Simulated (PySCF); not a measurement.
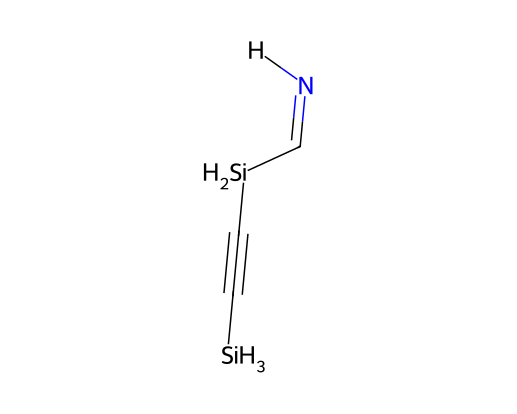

A structural formula.

Transcribe the drawing into SMILES.

Answer. [H]/N=C\[SiH2]C#C[SiH3]

Give the formula, hydrogens included.

Answer. C3H7NSi2.

More results for the same structure follow; atom numbers are the same in all pictures, views and colours differ. The computed structure is the end point of a PBE0-D3(BJ)/def2-SVP optimisation. No frequency run is at hand to confirm it as a minimum.

**Electronic properties**

No frequency run is at hand to confirm it as a minimum. Properties computed with BHandHLYP/pcSseg-1, gas phase (PySCF 2.14.0).

Give the dipole moment at this level.

Answer. 1.90 D.

Estimate the LUMO energy (Kohn–Sham orbital).

Answer. −0.01 eV.

Give the HOMO energy (Kohn–Sham orbital) at this level.

Answer. −8.71 eV.

**NMR shielding**

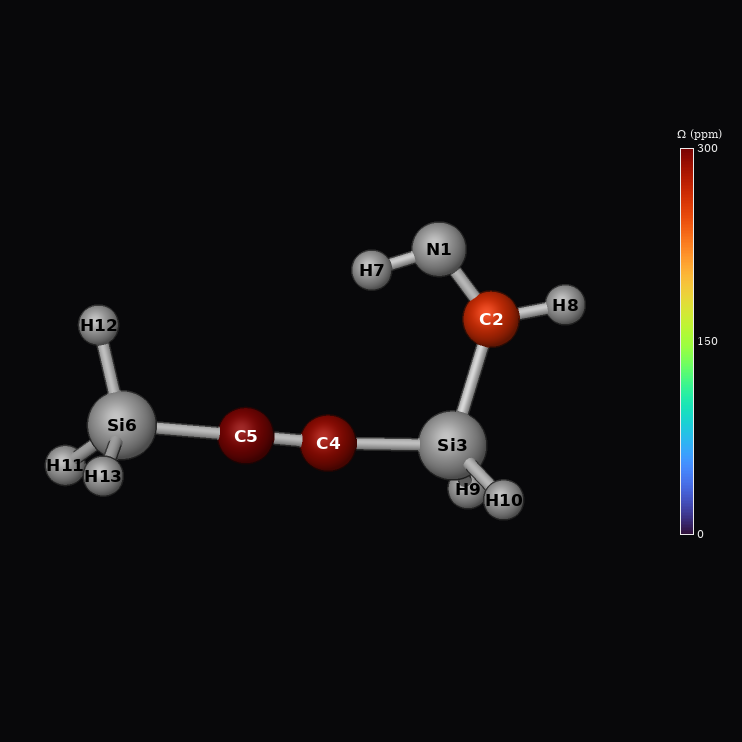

The C atoms are coloured by the span of their shielding tensor. No frequency run is at hand to confirm it as a minimum. Level of theory: GIAO ωB97X-D/pcSseg-1 NMR shielding, non-relativistic, gas phase (PySCF 2.14.0). Principal shieldings σ11 ≤ σ22 ≤ σ33, span Ω = σ33 − σ11, skew κ = 3(σiso − σ22)/Ω.

Give the shielding tensors of the C atoms.

```
atom     σ11    σ22    σ33  σiso      Ω     κ
  C2  −127.9  −14.1  137.4  −1.5  265.3  0.14
  C4   −26.7  −21.9  265.2  72.2  291.9  0.97
  C5   −38.6  −28.9  261.3  64.6  299.9  0.93
```

Shieldings and span in ppm.

**Quadrupole coupling**

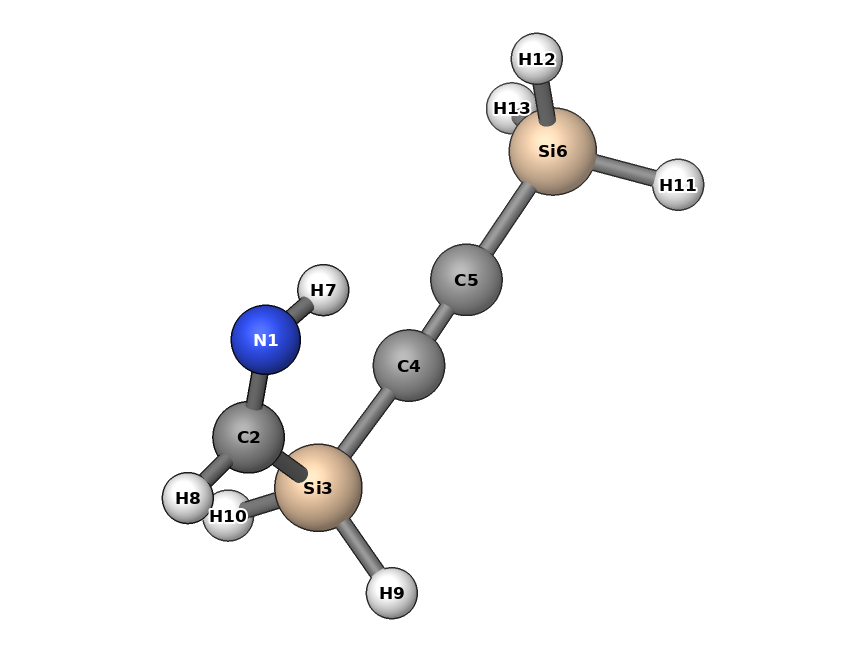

No frequency run is at hand to confirm it as a minimum. Electric field gradients from the ground-state density, PBE0/6-31G (PySCF 2.14.0), non-relativistic apart from any core potentials.

Give the largest field-gradient component, the quadrupole coupling constant and the asymmetry for 14N at N1 (Q = 20.44 mb), 2H at H7 (Q = 2.86 mb), 2H at H8 (Q = 2.86 mb).

```tsv
atom	V_zz (a.u.)	e²qQ/h (MHz)	η
N1	−0.940	−4.52	0.55
H7	0.372	0.250	0.00
H8	0.287	0.193	0.03
```

**Bond orders**

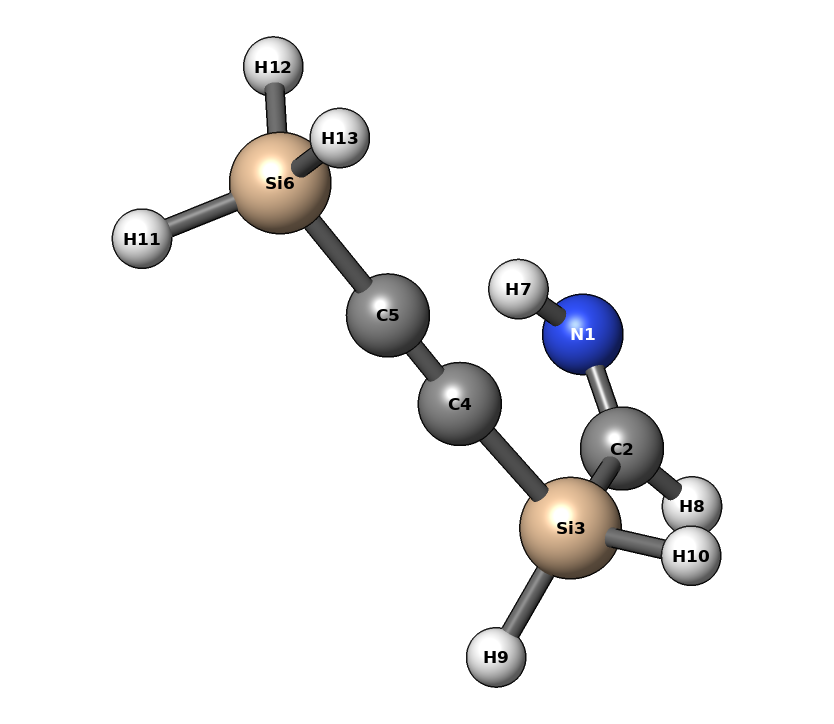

Every bond is drawn as one stick. No frequency run is at hand to confirm it as a minimum. Computed with PBE0/STO-3G (PySCF 2.14.0).

Which bond has the highest Mayer bond order?

Answer. C4–C5, 2.86, at a length of 1.225 Å.

List the Mayer bond orders of N1–C2, N1–H7, C2–Si3, C2–H8, Si3–C4, Si3–H9, Si3–H10, C4–C5, C5–Si6, Si6–H11, Si6–H12, Si6–H13. Atoms whose distances differ by more than 0.02 Å in this geometry are listed apart.

```
   bond  Mayer order  length (Å)
  N1–C2         2.00       1.271
  N1–H7         0.92       1.030
 C2–Si3         0.86       1.903
  C2–H8         0.94       1.108
 Si3–C4         0.92       1.835
 Si3–H9         0.91       1.492
Si3–H10         0.91       1.492
  C4–C5         2.86       1.225
 C5–Si6         0.92       1.839
Si6–H11         0.93       1.491
Si6–H12         0.93       1.491
Si6–H13         0.93       1.491
```
